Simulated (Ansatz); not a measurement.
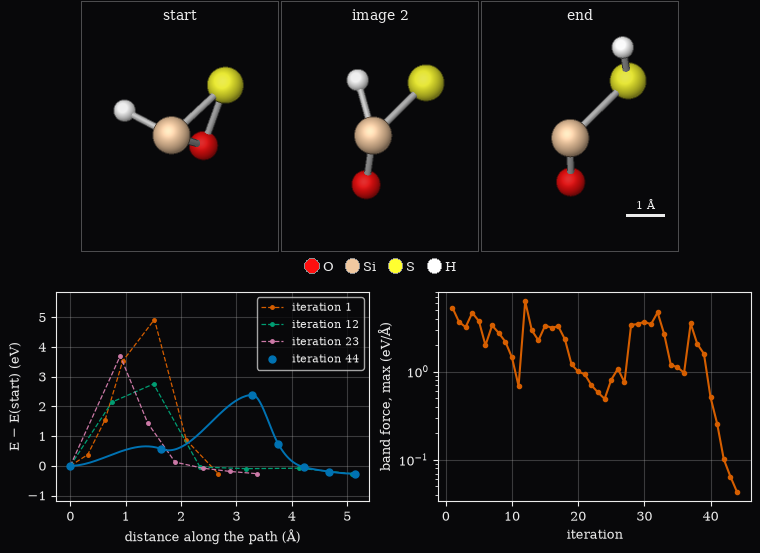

A search for the minimum-energy path of SiHSO (charge −1) by the nudged elastic band. Images are numbered from 0 (start) to 6 (end). The plot follows the band through its iterations. The picture is a ball-and-stick view, seen at a tilt.

These are results of RKS r2SCAN-D4/STO-3G in Ansatz 0.2.0, not measurements. Set-up: 5 movable images; climbing image; force threshold 0.05 eV/Å; iteration limit 60; starting path through a guess of the saddle point.

> Judge this run.

The result is final at these settings. The band converged in 44 iterations. The largest component of the band force went from 5.3 to 0.043 eV/Å. The climbing image converged on the top of the path. Its vibrational analysis gives one imaginary mode (1592i cm⁻¹), as a transition state must have. The first iteration put the highest image at 4.93 eV. The highest point, image 2, lies 2.39 eV above the start and 2.65 eV above the end; the end is at −0.27 eV relative to the start.

Limits of the set-up: STO-3G is a minimal basis, so the numbers are rough.
